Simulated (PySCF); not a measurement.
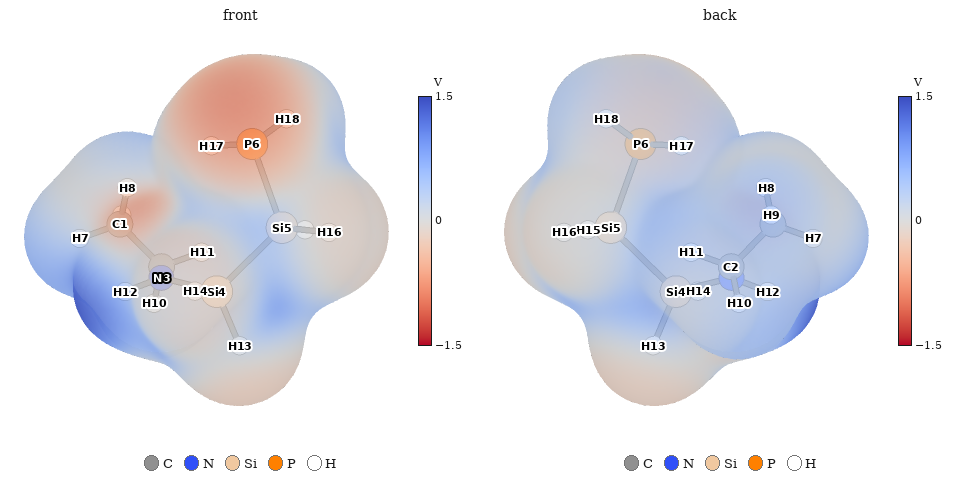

Figure. C2H12NPSi2 (SMILES CCN[SiH2][SiH2]P). The electrostatic potential painted on the density surface at 0.001 e/bohr³, seen from the front and from behind; red is negative and blue positive.

Geometry: GFN2-xTB.

Theory: PySCF, CAM-B3LYP/def2-SVPD, SCF density, gas phase.

```xyz
18

C    -1.7821    1.6230   -0.3441
C    -1.5185    0.1205   -0.3432
N    -1.0506   -0.3257    0.9475
Si    0.1263   -1.5468    1.2176
Si    1.9580   -1.1198   -0.1396
P     2.8287    0.9146    0.2480
H    -2.5658    1.8711    0.3688
H    -0.8795    2.1599   -0.0612
H    -2.0935    1.9525   -1.3320
H    -2.4355   -0.4114   -0.6370
H    -0.7487   -0.1187   -1.0815
H    -1.7281   -0.1365    1.6712
H    -0.3559   -2.9212    0.9649
H     0.3668   -1.4431    2.6591
H     1.7108   -1.2707   -1.5874
H     3.0844   -2.0256    0.1270
H     1.6900    1.6110   -0.1091
H     3.3845    1.0734   -1.0072
```

### Where is the surface potential most negative and most positive?

The most negative region (about −0.9 V, or −21 kcal/mol for a unit charge) lies over P6, the most positive (about +1.3 V, or +30 kcal/mol for a unit charge) over H12.

### How polar is the molecule by this calculation?

Its dipole moment is 1.85 D.
